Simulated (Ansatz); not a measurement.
```cif
data_structure
_symmetry_space_group_name_H-M 'P 1'
_symmetry_Int_Tables_number 1
_cell_length_a 8.3260
_cell_length_b 4.3768
_cell_length_c 13.1680
_cell_angle_alpha 89.870
_cell_angle_beta 90.450
_cell_angle_gamma 90.016
_cell_volume 479.85
loop_
_atom_site_label
_atom_site_type_symbol
_atom_site_fract_x
_atom_site_fract_y
_atom_site_fract_z
_atom_site_occupancy
Cs1 Cs 0.24926 0.00548 0.68527 1
Cs2 Cs 0.00649 0.50171 0.31291 1
P1 P 0.00129 0.00268 0.88493 1
P2 P 0.25371 0.50297 0.11329 1
Pb1 Pb 0.23985 0.50301 0.91184 1
Pb2 Pb 0.99119 0.00366 0.08635 1
Cs3 Cs 0.74927 0.00326 0.68526 1
Cs4 Cs 0.50654 0.50092 0.31296 1
P3 P 0.50129 0.00264 0.88494 1
P4 P 0.75372 0.50309 0.11327 1
Pb3 Pb 0.73986 0.50278 0.91183 1
Pb4 Pb 0.49110 0.00353 0.08636 1
```

Space group P1; a structure from a database of computed crystals, not necessarily the ambient phase; started from the AlClO-59 prototype, which need not be the ambient phase; changed on purpose from its base cell (shaken).

Method: DFT, PBEsol, plane waves, PAW (Ansatz).

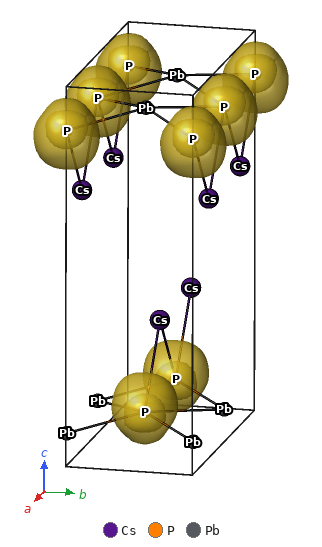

CsPPb. Isosurface of the ELF at 0.75 (yellow), seen slightly off an axis. Only the valence region is drawn (cores and ρ < 0.01 e/Å³ removed). Sticks mark near contacts.

In a PAW calculation such maps are meaningful between the atoms, not at the nuclei.

### Describe the localisation domains.

The ELF exceeds this value in four regions wrapped around P (the valence shell of each), counted in one cell of 12 atoms. Regions shared between cells count once. Along the contacts the grid gives the following. P–Pb (2.65 Å): the ELF peaks at about 0.85 in the valence shell of P, 0.8 Å from its nucleus, and is about 0.45 at the midpoint. Cs–P (3.35 Å): the ELF peaks at about 0.90 in the valence shell of P, 0.9 Å from its nucleus, and drops to about 0.15 between the two atoms: no localised pair shows between them.
